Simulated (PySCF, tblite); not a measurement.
**C5H12BNO: geometry, infrared bands and NMR shifts**

Wanted: the infrared bands and NMR shifts of C5H12BNO (`[BH3-][N@+]1(C)C[C@@H](C=O)C1`), by calculation.

Programs: tblite 0.8.0 and PySCF 2.14.0, with density-fitted response routines of our own. Each step states its level of theory. These are calculated values for one molecule in the gas phase, unless marked as measured. Atoms are numbered from 0 throughout.

**1. The starting structure**

20 atoms, charge 0, multiplicity 1; geometry from: force field or distance geometry start.

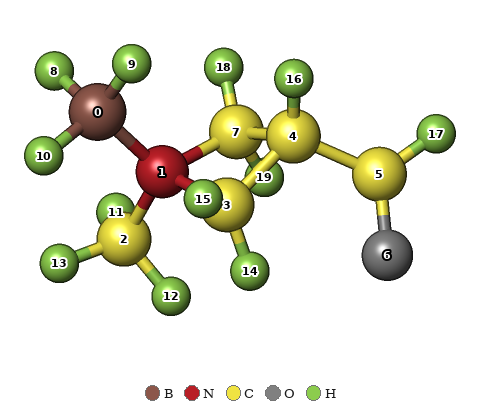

As it starts; boron brown, nitrogen red, carbon yellow, oxygen grey, hydrogen green, atoms numbered; sticks join atoms by distance.

**2. Optimising the geometry with GFN2-xTB**

Job settings and geometry (Å):

```
{"job": {"kind": "relax", "xc": "GFN2-xTB", "basis": "xTB"}, "charge": 0, "multiplicity": 1}
B     -1.395800     0.934400    -1.254100
N     -0.674100    -0.017800    -0.362900
C     -1.498000    -1.060600     0.221400
C      0.166100     0.681700     0.594900
C      1.392400     0.480100    -0.258200
C      2.512700    -0.118700     0.485600
O      2.330500    -0.376200     1.681100
C      0.556600    -0.615800    -0.859600
H     -1.888000     0.378200    -2.208600
H     -0.704600     1.822400    -1.605600
H     -2.341400     1.407900    -0.654500
H     -1.529200    -1.912000    -0.464800
H     -1.017300    -1.374100     1.188000
H     -2.533100    -0.723400     0.439600
H      0.254000     0.123000     1.537500
H     -0.145400     1.718500     0.708400
H      1.622700     1.344100    -0.888600
H      3.493800    -0.338800     0.022900
H      0.604300    -0.765300    -1.937900
H      0.788700    -1.576900    -0.329900
```

On the command line:

```console
$ OMP_NUM_THREADS=1 python probes_run.py task.json out
```

This one command runs all jobs of the session in turn.

Log:

```text
step      E/eV     max force
  0    -680.06495    3.096
  1    -680.32585    3.546
  2    -680.45352    1.179
  3    -680.51434    0.755
  4    -680.58928    0.452
  5    -680.62086    0.377
  6    -680.64241    0.342
  7    -680.66382    0.308
  8    -680.68492    0.313
  9    -680.70306    0.350
 10    -680.71689    0.306
 11    -680.72874    0.251
 12    -680.74041    0.290
 13    -680.75018    0.280
 14    -680.75798    0.195
 15    -680.76472    0.213
 16    -680.77102    0.172
 17    -680.77630    0.216
 18    -680.78003    0.177
 19    -680.78278    0.114
 20    -680.78529    0.113
 21    -680.78749    0.109
 22    -680.78925    0.108
 23    -680.79087    0.090
 24    -680.79290    0.110
 25    -680.79560    0.138
 26    -680.79860    0.124
 27    -680.80128    0.125
 28    -680.80344    0.118
 29    -680.80553    0.116
 30    -680.80807    0.133
 31    -680.81070    0.128
 32    -680.81256    0.074
 33    -680.81353    0.063
 34    -680.81411    0.053
 35    -680.81471    0.061
 36    -680.81541    0.057
 37    -680.81613    0.070
 38    -680.81680    0.071
 39    -680.81747    0.056
 40    -680.81818    0.061
 41    -680.81893    0.062
 42    -680.81971    0.062
 43    -680.82052    0.074
 44    -680.82135    0.055
 45    -680.82201    0.063
 46    -680.82247    0.049
 47    -680.82278    0.035
 48    -680.82299    0.029
 49    -680.82318    0.033
 50    -680.82335    0.035
 51    -680.82348    0.029
 52    -680.82356    0.019
 53    -680.82362    0.023
 54    -680.82371    0.031
 55    -680.82383    0.031
 56    -680.82393    0.023
 57    -680.82401    0.024
 58    -680.82407    0.021
 59    -680.82416    0.024
 60    -680.82427    0.028
 61    -680.82437    0.022
 62    -680.82444    0.018
 63    -680.82448    0.017
 64    -680.82452    0.015
 65    -680.82456    0.016
 66    -680.82460    0.011
 67    -680.82463    0.013
 68    -680.82467    0.014
 69    -680.82472    0.018
 70    -680.82478    0.018
 71    -680.82485    0.019
 72    -680.82492    0.018
 73    -680.82498    0.014
 74    -680.82503    0.015
 75    -680.82507    0.015
 76    -680.82512    0.018
 77    -680.82517    0.020
 78    -680.82523    0.018
 79    -680.82527    0.014
 80    -680.82530    0.014
 81    -680.82533    0.013
 82    -680.82537    0.013
 83    -680.82542    0.018
 84    -680.82548    0.022
 85    -680.82556    0.024
 86    -680.82565    0.023
 87    -680.82573    0.023
 88    -680.82579    0.016
 89    -680.82584    0.016
 90    -680.82588    0.015
 91    -680.82590    0.012
 92    -680.82592    0.011
 93    -680.82593    0.010
```

Run time: 1.8 s. Hardware: 1 thread of Intel Xeon at 2.50GHz, shared host; peak memory 0.18 GiB.

The steps of the relaxation: (not every step is listed)

```
step  energy from step 0 (eV)  largest force (eV/Å)
   0                   0.0000                3.0964
   1                  -0.2609                3.5460
   2                  -0.3886                1.1792
   3                  -0.4494                0.7554
   4                  -0.5243                0.4519
   5                  -0.5559                0.3772
   6                  -0.5775                0.3421
   7                  -0.5989                0.3079
   8                  -0.6200                0.3129
  16                  -0.7061                0.1716
  24                  -0.7280                0.1103
  32                  -0.7476                0.0739
  40                  -0.7532                0.0611
  48                  -0.7580                0.0292
  56                  -0.7590                0.0232
  64                  -0.7596                0.0152
  72                  -0.7600                0.0177
  80                  -0.7604                0.0136
  88                  -0.7608                0.0163
  89                  -0.7609                0.0157
  90                  -0.7609                0.0147
  91                  -0.7610                0.0119
  92                  -0.7610                0.0112
  93                  -0.7610                0.0097
```

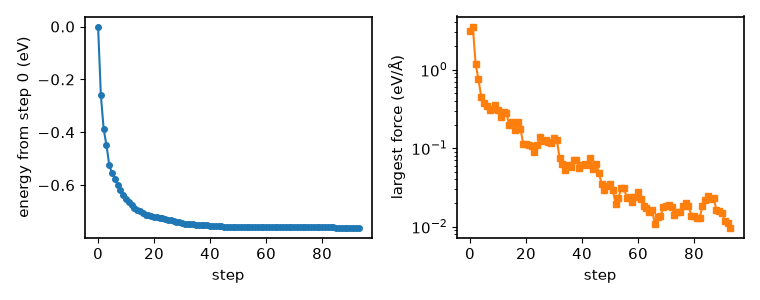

Energy and force, step by step.

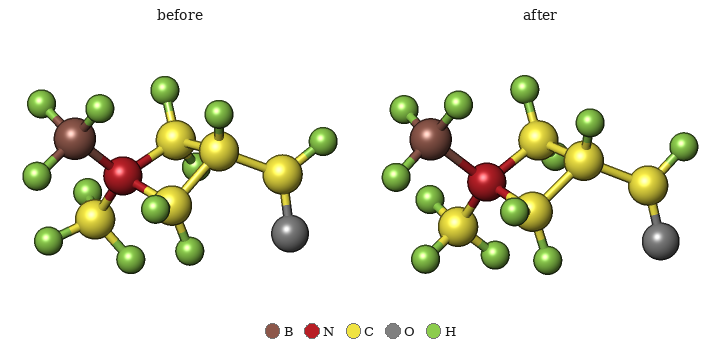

The geometry before (left) and after (right).

Close pairs (by a distance rule), those that changed most:

```
  bond  before (Å)  after (Å)  change (Å)
 B0–N1       1.491      1.638      +0.147
 C4–C7       1.504      1.543      +0.040
 C5–O6       1.236      1.198      -0.038
C2–H12       1.124      1.094      -0.030
C7–H19       1.122      1.093      -0.029
 C4–C5       1.472      1.499      +0.027
B0–H10       1.216      1.191      -0.025
 N1–C3       1.453      1.477      +0.024
```

The end geometry stands in the next job.

**3. Infrared spectrum with GFN2-xTB**

Job settings and geometry (Å):

```
{"job": {"kind": "ir", "xc": "GFN2-xTB", "basis": "xTB"}, "charge": 0, "multiplicity": 1}
B     -1.499194     0.863660    -1.372555
N     -0.645476    -0.055350    -0.319884
C     -1.494785    -1.061012     0.287988
C      0.134391     0.759661     0.633815
C      1.421733     0.464874    -0.140220
C      2.547077    -0.148856     0.637193
O      2.482971    -0.490169     1.784105
C      0.593349    -0.568765    -0.932106
H     -1.891556     0.113447    -2.212263
H     -0.732070     1.669988    -1.803387
H     -2.377772     1.359817    -0.739985
H     -1.928460    -1.681580    -0.493438
H     -0.929595    -1.687683     0.984442
H     -2.302854    -0.564999     0.821168
H      0.155413     0.332693     1.639431
H     -0.192061     1.795648     0.666013
H      1.780311     1.284771    -0.760692
H      3.464619    -0.307114     0.037986
H      0.601452    -0.466004    -2.014481
H      0.807359    -1.602347    -0.648177
```

Log:

```text
mode    cm-1     km/mol
  1      44.9     16.57
  2      71.2     12.77
  3     182.3     11.53
  4     212.2      0.64
  5     244.8      4.28
  6     263.3      3.38
  7     321.6      3.66
  8     335.0      5.89
  9     400.2      2.36
 10     425.2      3.71
 11     571.4      3.12
 12     641.4      4.53
 13     696.8     59.74
 14     860.6      6.15
 15     871.9      8.17
 16     894.4     20.80
 17     904.6     30.39
 18     915.9      3.21
 19     948.9     42.17
 20    1006.8      9.72
 21    1041.5      2.81
 22    1058.4      1.24
 23    1083.5      1.06
 24    1095.2     12.83
 25    1117.6     21.98
 26    1157.3    214.33
 27    1184.3      6.36
 28    1195.5     10.08
 29    1209.6     12.05
 30    1224.3      2.40
 31    1252.4      8.12
 32    1256.4     42.77
 33    1272.0     35.62
 34    1283.8      2.02
 35    1301.7     23.67
 36    1366.5     23.17
 37    1407.2      1.61
 38    1441.5      4.47
 39    1453.3      4.31
 40    1468.2      1.77
 41    1480.8     15.11
 42    1783.8    283.17
 43    2426.6    303.85
 44    2444.0    277.53
 45    2466.9    155.87
 46    2772.0    122.40
 47    2953.0     15.79
 48    2955.6     52.88
 49    2966.1     13.97
 50    3001.0      8.77
 51    3025.3      8.00
 52    3035.3      4.12
 53    3037.8     15.19
 54    3042.7     11.10
```

It took 2 s on 1 thread of Intel Xeon at 2.50GHz, shared host; peak memory 0.18 GiB.

Which atoms move in the most intense modes:

```
cm⁻¹  km/mol                                atoms
 697    59.7   N1 23 %, C5 18 %, B0 11 %, C7 11 %
1157   214.3  H9 28 %, H8 26 %, H10 25 %, B0 12 %
1784   283.2                     C5 59 %, O6 39 %
2427   303.9                     H9 71 %, H8 17 %
2444   277.5                    H8 57 %, H10 26 %
2467   155.9           H10 64 %, H8 19 %, H9 14 %
2772   122.4                             H17 94 %
2956    52.9                   H19 73 %, H12 20 %
```

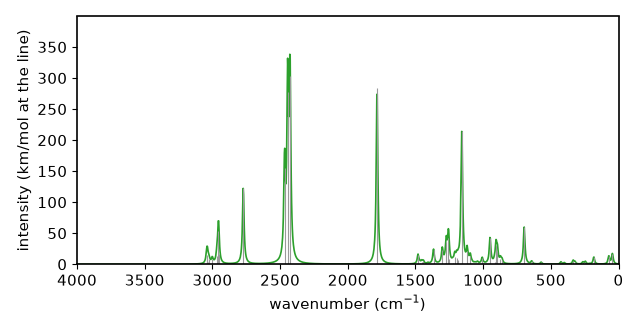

The infrared spectrum from these modes, unscaled. Lines are broadened to a width of 14 cm⁻¹ (Lorentzian).

**4. Shielding tensors: PBE0/pcSseg-1**

Same as in step 3 but for these lines:

```diff
@@ -1,2 +1,2 @@
-{"job": {"kind": "ir", "xc": "GFN2-xTB", "basis": "xTB"}, "charge": 0, "multiplicity": 1}
+{"job": {"kind": "nmr", "xc": "PBE0", "basis": "pcSseg-1"}, "charge": 0, "multiplicity": 1}
 B     -1.499194     0.863660    -1.372555
```

Method: GIAO PBE0/pcSseg-1 NMR shielding, non-relativistic, gas phase.

Log:

```text
coarse grid: 16104 points
cycle   1  E = -351.8651919034  dE =  1.148e+00  |g| = 8.126e-01  |ddm| = 3.803e+00
cycle   2  E = -351.5078887738  dE =  3.573e-01  |g| = 1.592e+00  |ddm| = 2.181e+00
cycle   3  E = -352.0048568652  dE = -4.970e-01  |g| = 1.787e-01  |ddm| = 1.637e+00
cycle   4  E = -352.0123871008  dE = -7.530e-03  |g| = 5.768e-02  |ddm| = 2.036e-01
cycle   5  E = -352.0130217598  dE = -6.347e-04  |g| = 1.873e-02  |ddm| = 4.666e-02
cycle   6  E = -352.0130928546  dE = -7.109e-05  |g| = 5.010e-03  |ddm| = 1.650e-02
cycle   7  E = -352.0130979578  dE = -5.103e-06  |g| = 1.278e-03  |ddm| = 4.404e-03
final grid: 153912 points
cycle   8  E = -352.0706293691  dE = -4.481e-05  |g| = 1.351e-02  |ddm| = 4.064e-02
cycle   9  E = -352.0705502161  dE =  7.915e-05  |g| = 2.442e-02  |ddm| = 2.958e-02
cycle  10  E = -352.0706674025  dE = -1.172e-04  |g| = 3.028e-03  |ddm| = 1.965e-02
cycle  11  E = -352.0706693862  dE = -1.984e-06  |g| = 3.417e-04  |ddm| = 2.455e-03
cycle  12  E = -352.0706694077  dE = -2.150e-08  |g| = 1.624e-04  |ddm| = 4.072e-04
cycle  13  E = -352.0706694130  dE = -5.250e-09  |g| = 3.606e-05  |ddm| = 1.160e-04
cycle  14  E = -352.0706694132  dE = -2.308e-10  |g| = 1.152e-05  |ddm| = 3.350e-05
converged SCF energy = -352.0706694132

GIAO shielding tensors (ppm)
atom      isotropic    diamagn.    paramagn.     s11        s22        s33       span
  0 B      113.432     190.560     -77.129     91.092     98.416    150.787     59.696
  1 N      218.737     323.693    -104.956    193.160    221.952    241.098     47.937
  2 C      133.194     247.534    -114.340    102.590    115.186    181.806     79.216
  3 C      130.374     250.298    -119.924     96.109    113.490    181.522     85.413
  4 C      148.779     259.703    -110.924    131.675    139.675    174.986     43.311
  5 C      -18.115     246.432    -264.547   -118.956    -35.389    100.001    218.958
  6 O     -349.787     401.092    -750.880   -982.217   -454.472    387.326   1369.544
  7 C      124.003     250.512    -126.510     95.835    107.990    168.184     72.349
  8 H       29.671      31.711      -2.040     26.825     27.359     34.828      8.003
  9 H       29.298      32.383      -3.085     26.528     26.935     34.431      7.904
 10 H       29.622      31.634      -2.012     26.725     27.398     34.744      8.020
 11 H       28.937      30.019      -1.082     24.800     27.095     34.916     10.116
 12 H       29.502      31.209      -1.707     25.162     28.283     35.063      9.901
 13 H       28.869      30.173      -1.304     24.871     26.918     34.818      9.947
 14 H       27.559      32.627      -5.069     24.603     26.052     32.021      7.418
 15 H       28.182      32.149      -3.966     25.020     26.415     33.112      8.092
 16 H       28.199      32.955      -4.757     24.841     26.792     32.963      8.122
 17 H       21.632      26.399      -4.766     19.026     20.208     25.664      6.638
 18 H       27.631      31.906      -4.275     24.666     26.076     32.152      7.486
 19 H       28.796      32.588      -3.792     25.848     27.883     32.657      6.809
```

Wall time 93 s (1 thread of Intel Xeon at 2.50GHz, shared host); peak memory 0.9 GiB.

The references, computed at this level on geometries of the same kind, shield at (ppm): ¹H TMS 31.72, ¹³C TMS 186.9, ¹⁵N NH3 267.7, ¹⁷O H2O 336.1, ¹¹B BF3·OEt2 100.1. Their shielding less the atom's gives the shift. The references are single molecules in the gas phase, so shifts against H2O, NH3, PH3, H3PO4 or CFCl3 are not on the usual liquid scales and can be off by tens of ppm. Atoms listed in one row are averaged.

```
        atoms                              environment  σ (ppm)  δ (ppm)  δ scaled to CDCl3
           C5                 aldehyde carbonyl carbon    -18.1    205.0              198.2
       C3, C7                      sp3 CH2 bonded to N    127.2     59.7               56.4
           C2                methyl carbon bonded to N    133.2     53.7               50.5
           C4                   sp3 CH α to a carbonyl    148.8     38.1               35.3
          H17  hydrogen on an aldehyde carbonyl carbon    21.63    10.08               9.61
     H15, H18       hydrogen on an sp3 CH2 bonded to N    27.91     3.81               3.70
     H14, H19       hydrogen on an sp3 CH2 bonded to N    28.18     3.54               3.44
          H16    hydrogen on an sp3 CH α to a carbonyl    28.20     3.52               3.42
H11, H12, H13  hydrogen on a methyl carbon bonded to N    29.10     2.61               2.57
  H8, H9, H10          hydrogen on a boron bonded to N    29.53     2.19                  –
           B0                   boron bonded to N, 3 H    113.4    -13.4                  –
           N1         donor nitrogen of a Lewis adduct    218.7     49.0                  –
           O6                          aldehyde oxygen   -349.8    685.9                  –
```

The scaled column applies a straight-line fit of computed shieldings to shifts measured in CDCl3 (root-mean-square error 0.16 ppm for H, 1.9 ppm for C).

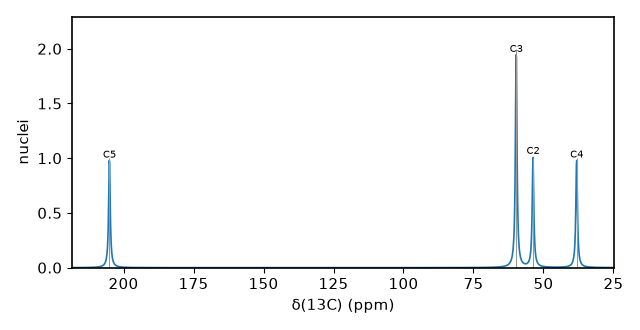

¹³C lines at the computed shifts, without couplings. Lines are broadened to a width of 0.67 ppm (Lorentzian).

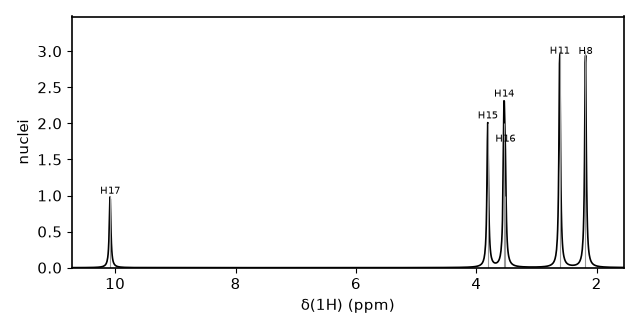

¹H lines at the computed shifts, without couplings. Lines are broadened to a width of 0.03 ppm (Lorentzian).

Charges from the same density, by scheme (e):

```
 atoms  Mulliken    IAO  Hirshfeld  ESP fit
    B0     -0.09  -0.41      -0.10    -0.10
    N1     -0.69  -0.01       0.04     0.34
    C2     -0.07  -0.31      -0.05    -0.52
C3, C7      0.13  -0.14       0.00    -0.17
    C4     -0.47  -0.18      -0.03     0.05
    C5      0.33   0.26       0.14     0.38
    O6     -0.34  -0.38      -0.21    -0.43
```

Mulliken charges:

B0 -0.09; N1 -0.69; C2 -0.07; C3 0.14; C4 -0.47; C5 0.33; O6 -0.34; C7 0.12; H8 -0.06; H9 -0.08; H10 -0.06; H11 0.15; H12 0.12; H13 0.15; H14 0.13; H15 0.17; H16 0.16; H17 0.09; H18 0.17; H19 0.12

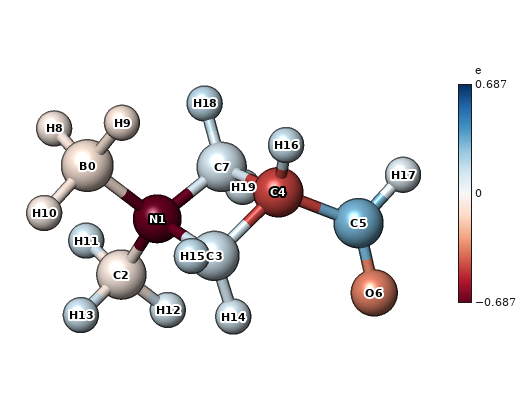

Mulliken charges, as colours on the atoms.

Mayer bond orders: B0–N1 0.58, N1–C2 0.91, N1–C3 0.86, C3–C4 0.99, C4–C5 0.93, C5–O6 2.03, C4–C7 0.98, C7–N1 0.88.

Ring of atoms N1, C3, C4, C7: NICS(0) -5.0, NICS(1) -0.9, NICS(1)zz 1.7 ppm (means of both faces).

**5. Results**

```
                                                               quantity                                    value
                              strongest single infrared mode (GFN2-xTB)                    2427 cm⁻¹, 304 km/mol
                                           zero-point energy (GFN2-xTB)                           104.5 kcal/mol
¹³C shifts against TMS (PBE0/pcSseg-1, means over atoms taken as alike)              205.0, 59.7, 53.7, 38.1 ppm
 ¹H shifts against TMS (PBE0/pcSseg-1, means over atoms taken as alike)  10.08, 3.81, 3.54, 3.52, 2.61, 2.19 ppm
                            ¹¹B shifts against BF3·OEt2 (PBE0/pcSseg-1)                                -13.4 ppm
                                 ¹⁵N shifts against NH3 (PBE0/pcSseg-1)                                 49.0 ppm
                                 ¹⁷O shifts against H2O (PBE0/pcSseg-1)                                685.9 ppm
```

**Reading.** Relaxing lowered the energy by 0.761 eV in 93 steps; the close pair that moved most is B0–N1, from 1.491 to 1.638 Å. All 54 modes are real, so the xTB geometry is a minimum. The strongest single mode, at 2427 cm⁻¹, moves mainly H9. GFN2-xTB is a fitted tight-binding method: band positions and strengths are rough. Its intensities can rank the bands wrongly. The most deshielded carbon is C5 (aldehyde carbonyl carbon), at 205.0 ppm: low-lying n→π* states of the double bond to the heteroatom give a large paramagnetic term (-265 ppm). The most deshielded hydrogen is H17 (hydrogen on an aldehyde carbonyl carbon), at 10.08 ppm: deshielded by the polar, anisotropic C=O bond. At PBE0/pcSseg-1: The largest span, 1370 ppm, is at O6, where the paramagnetic term is -751 ppm.
